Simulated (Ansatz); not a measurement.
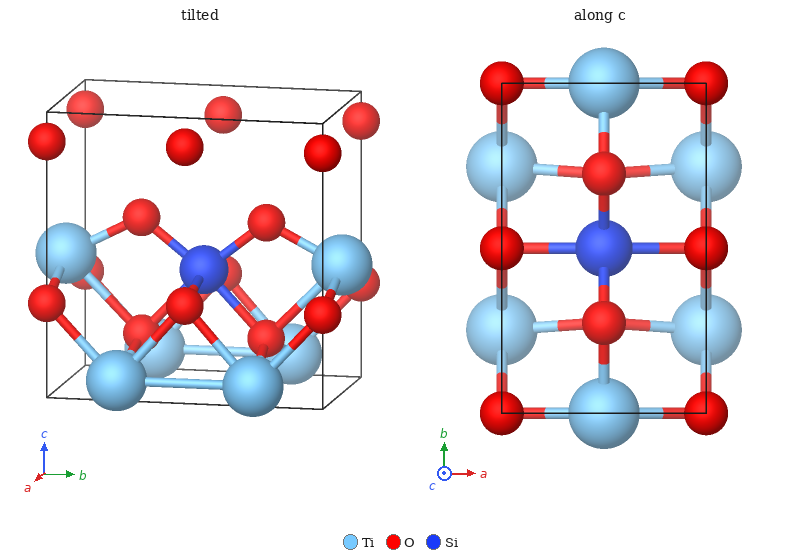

We look at a ball-and-stick model of the crystal slightly off an axis and along the c axis. The frame is the conventional unit cell; atoms at its boundary are shown with their periodic copies.

Ti₃SiO₈, space group Pmm2 (No. 25), a = 3.639 Å, b = 5.878 Å, c = 6.048 Å, α = 90.00°, β = 90.00°, γ = 90.00°. The initial geometry was a structure type filled with these elements by a generator (whether the compound takes this form wasn't checked). Earlier steps of the study, as a rule a relaxation of our own, may have changed the cell and positions, so they can lie some per cent off the listed ones. It was run through Ansatz as a DFT input.

This one geometry was computed with Ansatz (DFT, plane waves, PAW) at four levels of theory: HSE06, r2SCAN, PBE0 and PBE. It was relaxed beforehand with r2SCAN.

**Which level gives the highest pressure at this volume, and what does that say about its equilibrium volume?**

Highest: PBE (5.4 GPa), which points to the largest equilibrium volume. Lowest, with the smallest volume: HSE06 (-2.2 GPa) and PBE0 (-2.3 GPa). Levels within 0.5 GPa of each other can't be told apart.

**How does the band gap change with the level of theory?**

PBE: a gap of 2.94 eV, indirect; r2SCAN: a gap of 3.29 eV, indirect; HSE06: a gap of 4.53 eV, indirect; PBE0: a gap of 5.29 eV, indirect.

**Collect the results in a table.**

| level | cutoff (eV) | k-mesh of the run's cell | gap (eV) | pressure (GPa) |
| --- | --- | --- | --- | --- |
| HSE06 | 420 | 4×4×4 | 4.53 | -2.2 |
| r2SCAN | 500 | 8×4×4 | 3.29 | 0.0 |
| PBE0 | 420 | 4×4×4 | 5.29 | -2.3 |
| PBE | 420 | 8×4×4 | 2.94 | 5.4 |

Gaps are taken on the k-mesh or band path of each run.
